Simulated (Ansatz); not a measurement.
# C2H6O2Si: how energies converge with the basis set

How large a basis does C2H6O2Si need? Two functionals are run in growing sets.

Computed with Ansatz 0.2.0, Gaussian basis. Level: one geometry, several basis sets.

Plan: PBE0-D4/def2-SVP; ωB97M-V/def2-SVP; PBE0-D4/def2-QZVPP; ωB97M-V/def2-QZVPP; the functionals' def2-TZVPP values are taken from earlier runs.

### 1 The geometry

The geometry comes from an earlier relaxation with PBE0-D4 in a triple-zeta def2 set; it is a stationary point, not always the lowest conformer.

SMILES `C[SiH](O)C=O`, 11 atoms, charge 0, spin multiplicity 1.

Atoms are counted from 1 here; the program's logs count them from 0.

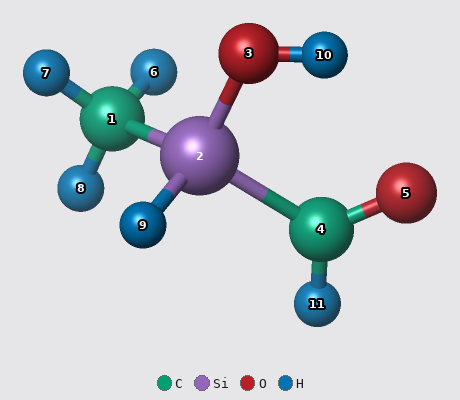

The geometry (carbon teal, silicon purple, oxygen red, hydrogen blue); atoms are numbered from 1 in the order of the file.

### 2 PBE0-D4 in def2-SVP

Input file in.yaml:

```yaml
crystal:
  periodic: [false, false, false]
  atoms:
    - {symbol: C, position_ang: [-0.779111, 1.235793, 0.656967]}
    - {symbol: Si, position_ang: [0.265437, -0.286893, 0.455358]}
    - {symbol: O, position_ang: [1.858147, 0.067673, 0.295751]}
    - {symbol: C, position_ang: [-0.143705, -1.216162, -1.180104]}
    - {symbol: O, position_ang: [0.753669, -1.390785, -1.974661]}
    - {symbol: H, position_ang: [-0.667485, 1.907792, -0.196533]}
    - {symbol: H, position_ang: [-0.483624, 1.778248, 1.558384]}
    - {symbol: H, position_ang: [-1.835097, 0.970575, 0.757068]}
    - {symbol: H, position_ang: [0.023592, -1.223386, 1.587911]}
    - {symbol: H, position_ang: [2.235209, -0.300345, -0.511982]}
    - {symbol: H, position_ang: [-1.161532, -1.599610, -1.427460]}
basis:
  gaussian: {orbitals: def2-SVP}
hamiltonian: {xc: pbe0, dispersion: d4}
output: {orbitals: {seedname: orbitals}}
```

Command:

```console
$ ansatz run in.yaml --threads 4 --pin off --events-out ev --progress --plain --max-ram 10444MiB
```

Standard output:

```text
Functional definition: PBE0
  name "PBE0"
  cite "Adamo & Barone, J. Chem. Phys. 110, 6158 (1999) doi:10.1063/1.478522"
  cite "Perdew, Burke & Ernzerhof, Phys. Rev. Lett. 77, 3865 (1996) doi:10.1103/PhysRevLett.77.3865"
  parent pbe
  parameter a = 0.25
  parameter kappa = 0.804
  parameter beta = 0.06672455060314922
  exchange = (1 - a)*pbe_x(kappa = kappa, mu = beta*pi^2/3) + a*exact_x
  correlation = pbe_c(beta = beta)
1146 factors; their error is unknown
mean field evaluation 1: about -14118.3240 eV, gradient 6.5e1 eV
mean field evaluation 2: about -14109.1458 eV, gradient 9.5e1 eV
mean field evaluation 4: about -14126.5923 eV, gradient 4.6e0 eV
mean field evaluation 8: about -14126.6816 eV, gradient 2.0e-1 eV
mean field -14126.68166536 eV, -519.1459757933 hartree, gradient 7.7e-5 eV, S^2 0.000000; 0 other end points of the search recorded, 0 dependent functions left out
reference -14126.68169073 eV, -519.1459767254 hartree; 24, 24 occupied and 80, 80 virtual orbitals, 1146 factors
Total energy: -14126.86185472 eV, -519.1525976300 hartree
```

Wall time 0.7 s (4 threads of Arm Neoverse V2, shared host); peak memory 0.47 GiB.

### 3 ωB97M-V in def2-SVP

Changes to in.yaml since step 2:

```diff
@@ -16,3 +16,3 @@
   gaussian: {orbitals: def2-SVP}
-hamiltonian: {xc: pbe0, dispersion: d4}
+hamiltonian: {xc: {name: wB97M-V}}
 output: {orbitals: {seedname: orbitals}}
```

Launched as before.

Standard output, cut to the lines that bear on the results:

```text
Functional definition: wB97M-V
  name "wB97M-V"
  cite "Mardirossian & Head-Gordon, J. Chem. Phys. 144, 214110 (2016) doi:10.1063/1.4952647"
  cite "Becke, J. Chem. Phys. 107, 8554 (1997) doi:10.1063/1.475007"
  cite "Vydrov & Van Voorhis, J. Chem. Phys. 133, 244103 (2010) doi:10.1063/1.3521275"
  # Of w^i u^j: cxij and so on, Table III.
[...]
  gx(w, u) = 1 - cx + cx01*u + cx10*w
  gss(w, u) = css00 + css04*u^4 + css10*w + css20*w^2 + css43*w^4*u^3
  gos(w, u) = cos00 + cos10*w + (cos20 + cos21*u)*w^2 + (cos60 + cos61*u)*w^6
[...]
      + integral(e_c_pw_mod_opposite_spin*gos(b97_w_opposite, b97_u_opposite)) + vv10(b, c)
1146 factors; their error is unknown
296 factors; integrals over basis functions are off by at most 8.1e-6 eV
[...]
mean field -14133.97193685 eV, -519.4138883291 hartree, gradient 3.0e-5 eV, S^2 0.000000; 0 other end points of the search recorded, 0 dependent functions left out
reference -14133.97197627 eV, -519.4138897775 hartree; 24, 24 occupied and 80, 80 virtual orbitals, 1146 factors
Total energy: -14133.97197627 eV, -519.4138897775 hartree
```

Run time: 3.3 s. Hardware: 4 threads of Arm Neoverse V2, shared host; peak memory 0.47 GiB.

### 4 PBE0-D4 in def2-QZVPP

Changes to in.yaml since step 3:

```diff
@@ -15,4 +15,4 @@
 basis:
-  gaussian: {orbitals: def2-SVP}
-hamiltonian: {xc: {name: wB97M-V}}
+  gaussian: {orbitals: "def2-QZVPP.json"}
+hamiltonian: {xc: pbe0, dispersion: d4}
 output: {orbitals: {seedname: orbitals}}
```

Same command.

Standard output:

```text
Functional definition: PBE0
  name "PBE0"
  cite "Adamo & Barone, J. Chem. Phys. 110, 6158 (1999) doi:10.1063/1.478522"
  cite "Perdew, Burke & Ernzerhof, Phys. Rev. Lett. 77, 3865 (1996) doi:10.1103/PhysRevLett.77.3865"
  parent pbe
  parameter a = 0.25
  parameter kappa = 0.804
  parameter beta = 0.06672455060314922
  exchange = (1 - a)*pbe_x(kappa = kappa, mu = beta*pi^2/3) + a*exact_x
  correlation = pbe_c(beta = beta)
1459 factors; their error is unknown
mean field evaluation 1: about -14126.7392 eV, gradient 7.8e1 eV
mean field evaluation 2: about -14115.0457 eV, gradient 1.1e2 eV
mean field evaluation 4: about -14137.6086 eV, gradient 6.7e0 eV
mean field evaluation 8: about -14137.6851 eV, gradient 1.6e-1 eV
mean field evaluation 16: about -14137.6919 eV, gradient 1.2e-4 eV
mean field -14137.69192434 eV, -519.5505953478 hartree, gradient 2.5e-5 eV, S^2 0.000000; 0 other end points of the search recorded, 0 dependent functions left out
reference -14137.69196385 eV, -519.5505967995 hartree; 24, 24 occupied and 454, 454 virtual orbitals, 1459 factors
Total energy: -14137.87212784 eV, -519.5572177042 hartree
```

Wall time 6 s (4 threads of Arm Neoverse V2, shared host); peak memory 1.6 GiB.

### 5 ωB97M-V in def2-QZVPP

Changes to in.yaml since step 4:

```diff
@@ -16,3 +16,3 @@
   gaussian: {orbitals: "def2-QZVPP.json"}
-hamiltonian: {xc: pbe0, dispersion: d4}
+hamiltonian: {xc: {name: wB97M-V}}
 output: {orbitals: {seedname: orbitals}}
```

Launched as before.

Standard output, cut to the lines that bear on the results:

```text
Functional definition: wB97M-V
  name "wB97M-V"
  cite "Mardirossian & Head-Gordon, J. Chem. Phys. 144, 214110 (2016) doi:10.1063/1.4952647"
  cite "Becke, J. Chem. Phys. 107, 8554 (1997) doi:10.1063/1.475007"
  cite "Vydrov & Van Voorhis, J. Chem. Phys. 133, 244103 (2010) doi:10.1063/1.3521275"
  # Of w^i u^j: cxij and so on, Table III.
[...]
  gx(w, u) = 1 - cx + cx01*u + cx10*w
  gss(w, u) = css00 + css04*u^4 + css10*w + css20*w^2 + css43*w^4*u^3
  gos(w, u) = cos00 + cos10*w + (cos20 + cos21*u)*w^2 + (cos60 + cos61*u)*w^6
[...]
      + integral(e_c_pw_mod_opposite_spin*gos(b97_w_opposite, b97_u_opposite)) + vv10(b, c)
1439 factors; their error is unknown
378 factors; integrals over basis functions are off by at most 9.0e-6 eV
[...]
mean field -14145.21097250 eV, -519.8269152710 hartree, gradient 2.8e-5 eV, S^2 0.000000; 0 other end points of the search recorded, 0 dependent functions left out
reference -14145.21103549 eV, -519.8269175859 hartree; 24, 24 occupied and 454, 454 virtual orbitals, 1439 factors
Total energy: -14145.21103549 eV, -519.8269175859 hartree
```

Wall time 13 s (4 threads of Arm Neoverse V2, shared host); peak memory 1.9 GiB.

### 6 Functionals by basis

The def2-TZVPP values come from earlier runs at the same geometry.

```csv
functional,basis,functions,energy (eV),from the largest (eV),HOMO (eV),LUMO (eV)
PBE0-D4,def2-SVP,104,-14126.8619,11.010,-7.02,-1.44
PBE0-D4,def2-TZVPP,250,-14137.2427,0.629,-7.15,-1.66
PBE0-D4,def2-QZVPP,478,-14137.8721,0.000,-7.18,-1.72
ωB97M-V,def2-SVP,104,-14133.9720,11.239,-9.32,0.95
ωB97M-V,def2-TZVPP,250,-14144.6166,0.594,-9.46,0.62
ωB97M-V,def2-QZVPP,478,-14145.2110,0.000,-9.50,0.50
```

### 7 Summary of results

| quantity | value |
| --- | --- |
| PBE0-D4: double and triple zeta above quadruple | 11.01, 0.63 eV |
| ωB97M-V: double and triple zeta above quadruple | 11.24, 0.59 eV |

**Reading.** For PBE0-D4 the step from double to triple zeta gains 10.38 eV and the next only 0.63 eV. These are total energies; as a rule much of such shifts cancels in differences, which this series doesn't test.

For PBE0-D4 the largest set took about 9 times as long as the smallest (6 s against 0.7 s).
